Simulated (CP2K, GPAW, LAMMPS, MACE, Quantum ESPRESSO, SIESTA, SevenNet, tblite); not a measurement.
# Glassy B2O3 (90 atoms): other programs against plane waves

One geometry of glassy B2O3 (90 atoms) is solved by several programs and methods. How far do their forces lie from a plane-wave PBE run?

Results are calculated, not measured.

## (1) The structure

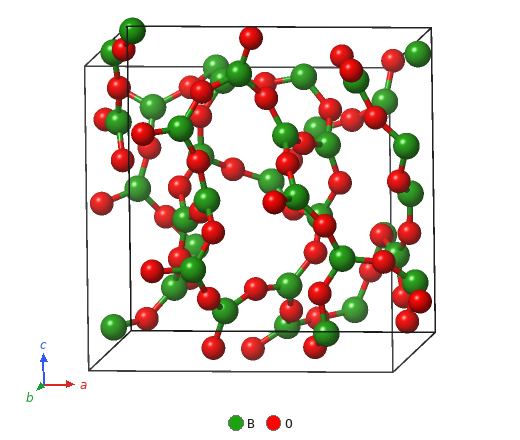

The cell (boron green, oxygen red). Bonds to atoms that aren't drawn are left out. Some periodic images of atoms are drawn too.

The cell holds 90 atoms (36 B and 54 O), with edges of 10.12, 10.12 and 10.12 Å. Recipe: 90 atoms (36 B, 54 O) placed at random at 1.93 g/cm³, melted at 3000 K for 20 ps at fixed volume with the Buckingham and Coulomb pair potential of Guillot and Sator (Geochim. Cosmochim. Acta 71, 1249 (2007)) with the boron terms of Wang et al. (J. Non-Cryst. Solids 498, 294 (2018)). Quenched from 3000 K to 300 K at 50 K/ps and fixed volume, held 10 ps at zero pressure, then minimised at fixed cell. The density is 2.01 g/cm³.

## (2) The reference input

Quantum ESPRESSO 7.5: Kohn-Sham DFT, PBE, SSSP efficiency 1.3.0 pseudopotentials, plane waves. Its input, pw.in:

```
&control
  calculation = 'scf'
  pseudo_dir = './pseudo'
  outdir = './tmp'
  disk_io = 'none'
  tprnfor = .true.
  tstress = .true.
/
&system
  ibrav = 0
  nat = 90
  ntyp = 2
  ecutwfc = 60
  ecutrho = 480
  nosym = .true.
  occupations = 'smearing'
  smearing = 'fd'
  degauss = 0.003675
/
&electrons
  conv_thr = 4.5e-07
  electron_maxstep = 100
  mixing_beta = 0.4
  mixing_mode = 'plain'
  diagonalization = 'david'
/
ATOMIC_SPECIES
B 10.810 B.upf
O 15.999 O.upf
CELL_PARAMETERS angstrom
10.11952 0.00000 0.00000
0.00000 10.11952 0.00000
0.00000 0.00000 10.11952
ATOMIC_POSITIONS crystal
B 0.87236 0.96008 0.19952
B 0.95356 0.84166 0.42979
B 0.29996 0.31808 0.47089
B 0.77167 0.15131 0.84586
[... 84 atom lines left out ...]
O 0.53930 0.62678 0.89645
O 0.74123 0.54558 0.80053
K_POINTS gamma
```

```console
$ OMP_NUM_THREADS=1 mpirun -np 4 pw.x -in pw.in > output.txt
```

The job ended after 72 s (4 MPI ranks of Arm Neoverse V2, shared host; peak memory 2.8 GiB; 4.8 min of CPU time).

It converged with an r.m.s. force component of 0.71 eV/Å and a pressure of -10 GPa.

Its highest filled and lowest empty levels lie 4.66 eV apart on its k-points.

## (3) The other programs

- CP2K 2026.2: Gaussian basis with GTH pseudopotentials and a plane-wave density; labels give functional, basis (MOLOPT sets; SR short-range, UZH the newer set with its own potentials), grid cutoff/relative cutoff and solver (OT: orbital transformation; TRS4, TC2, SIGN: linear-scaling purification with its sparsity filter), or its built-in tight binding.
- GPAW 26.7.0: PAW with atomic orbitals (LCAO), plane waves or a real-space grid of spacing h.
- MACE: machine-learned potential, published weights.
- SIESTA 5.4.2: numerical atomic orbitals, whose automatically made sets are far from complete, with PseudoDojo norm-conserving potentials that we converted to its format (checked against plane waves on the same files for H, C, O, Si, Ge and Ca alone); labels give functional, basis size, energy shift and mesh cutoff.
- SevenNet: machine-learned potential, published weights.
- tblite 0.8.0: extended tight binding, driven from Python.

All use the same cell and atoms, and the electronic-structure runs the same k-mesh.

## (4) All runs compared

Differences are against the reference: forces as r.m.s. over components, share as that over the reference's r.m.s. force, slope as the fitted ratio of a run's forces to the reference's.

```tsv
run	Δ force, r.m.s. (meV/Å)	share (%)	slope	Δ pressure (GPa)	Δ gap (eV)	cores	CPU time	memory (GiB)
reference	-	-	-	-	-	4	4.8 min	2.8
CP2K PBE, DZVP-MOLOPT-SR, 600/50 Ry, TRS4 filter 1e-03, SCF 1e-04 (coarse)	161	22.7	0.922	3.65	-	4	68 s	2.3
CP2K PBE, DZVP-MOLOPT-SR, 600/50 Ry, TRS4 filter 1e-07, SCF 1e-07	85.9	12.1	1.029	2.06	-	4	2 min	2.3
CP2K PBE, DZVP-MOLOPT-SR, 600/50 Ry, diagonalisation	85.9	12.1	1.031	2.06	-0.0272	4	3.1 min	3.7
CP2K PBE, DZVP-UZH, 600/50 Ry, diagonalisation	90.8	12.8	1.042	1.84	-0.0456	4	3.6 min	3.7
GPAW PBE, LCAO dzp, h 0.18 Å	156	22.1	1.067	-	-0.132	1	90 s	1.2
GPAW PBE, LCAO sz(dzp), h 0.18 Å (coarse)	636	89.9	0.603	-	-0.601	1	30 s	0.88
GPAW PBE, LCAO szp(dzp), h 0.18 Å (coarse)	409	57.8	0.902	-	-0.279	1	72 s	1.1
MACE MP-0b2 small potential	133	18.8	0.866	1.31	-	1	4.8 s	0.7
MACE MPA-0 medium potential	71.4	10.1	0.969	1.21	-	1	5.7 s	1.2
SIESTA PBE, DZ, shift 0.01 Ry, mesh 500 Ry (coarse)	198	28.0	0.777	4.17	-0.226	2	1.7 min	1.4
SIESTA PBE, DZP, shift 0.01 Ry, mesh 150 Ry (coarse)	76.4	10.8	1.004	1.43	-0.115	2	59 s	0.8
SIESTA PBE, DZP, shift 0.01 Ry, mesh 500 Ry	73.9	10.4	1.005	1.48	-0.115	2	4.2 min	2.1
SevenNet l3i5 potential	79.0	11.2	0.925	0.562	-	1	7.3 s	1.8
tblite GFN1-xTB	227	32.0	0.768	0.622	-	1	1.7 s	0.12
tblite GFN2-xTB	296	41.9	0.685	-1.78	-	1	5.8 s	0.12
```

Rows marked coarse were listed beforehand as settings not expected to be converged; some can still land near the reference.

Times of the machine-learned potentials are mostly Python's start and the loading of weights.

CPU time is summed over cores on shared hosts, so it is rough.

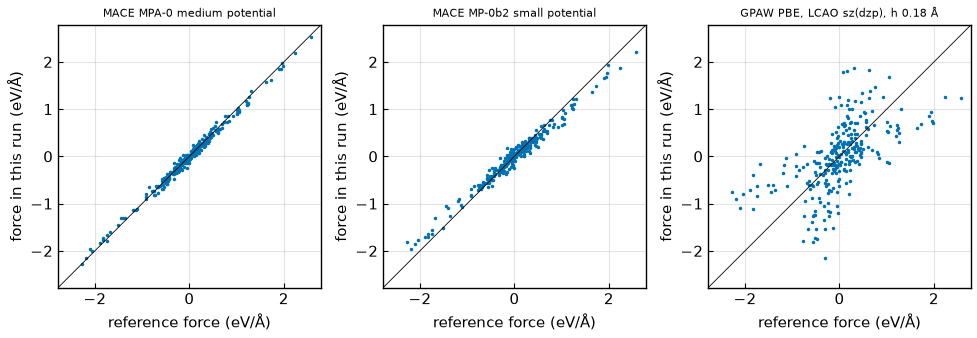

Force components against those of the reference; the line marks equality.

## (5) Findings

Forces lie from 10 % (MACE MPA-0 medium potential) to 90 % (GPAW PBE, LCAO sz(dzp), h 0.18 Å, coarse) of the reference's r.m.s. force of 0.71 eV/Å away from it. The PBE runs in local orbitals, coarse settings apart, differ by 10 % (SIESTA PBE, DZP, shift 0.01 Ry, mesh 500 Ry) to 22 % (GPAW PBE, LCAO dzp, h 0.18 Å); basis, grid and potentials can all enter. Tight binding differs by 32 % (tblite GFN1-xTB) to 42 % (tblite GFN2-xTB); it is another model, with fitted parameters of its own, and the xTB methods hold dispersion. Machine-learned potentials differ by 10 % (MACE MPA-0 medium potential) to 19 % (MACE MP-0b2 small potential); they were trained on other programs' data.

Runs with settings chosen to be coarse differ by 11 % (SIESTA PBE, DZP, shift 0.01 Ry, mesh 150 Ry) to 90 % (GPAW PBE, LCAO sz(dzp), h 0.18 Å), their programs' other errors included. SIESTA PBE, DZ, shift 0.01 Ry, mesh 500 Ry softens the forces by a factor of 0.78 while following their directions (correlation 0.977); the slopes of the 3 SIESTA runs lie between 0.78 and 1.00; the difference isn't even, but is largest on one element. From SIESTA PBE, DZP, shift 0.01 Ry, mesh 150 Ry to the finer SIESTA PBE, DZP, shift 0.01 Ry, mesh 500 Ry the share goes from 10.8 to 10.4 %, so the grid isn't what parts these runs from the reference. Pressures at PBE, coarse settings apart, lie +1.48 to +2.06 GPa from the reference's. Gaps at PBE, coarse settings apart, lie -0.13 to -0.03 eV from the reference's.

Caveats: Periodic xTB results under one method name differ between programs and library versions. The reference's pressure holds the uncorrected Pulay stress of its 60 Ry basis, so small pressure differences may be the reference's own error. Machine-learned potentials mimic data converged in k, so the reference's own k-point error enters their differences. The quench rate of 50 K/ps is many orders above laboratory rates, so the cell is likely richer in defects and strain than a real sample. The network of bonds at the start is that of the classical potential that made the cell, and needn't be the one that DFT or experiment would give. The reference's stress is far from hydrostatic: its diagonal is -9.2, -8.5, -12.8 GPa, compression counted positive. The electronic-structure runs sample only Γ, in a cell whose shortest periodic width is 10 Å. Where levels are smeared, the DFT runs use Fermi–Dirac occupations at 580 K (0.05 eV), and energies are free energies. The reference's cutoffs and mesh weren't converged further here.

[Logs are printed without paths, hosts, clocks, repeated set-up lines and the standing remarks that a program may print on its own settings, such as how far it seeks lower states.]

[Hosts, paths, dates, database ids (printed as entryN), source tags and the programs' standing remarks are cut or masked in the printed files.]

[Cells were taken only where this reference lay near another plane-wave run.]
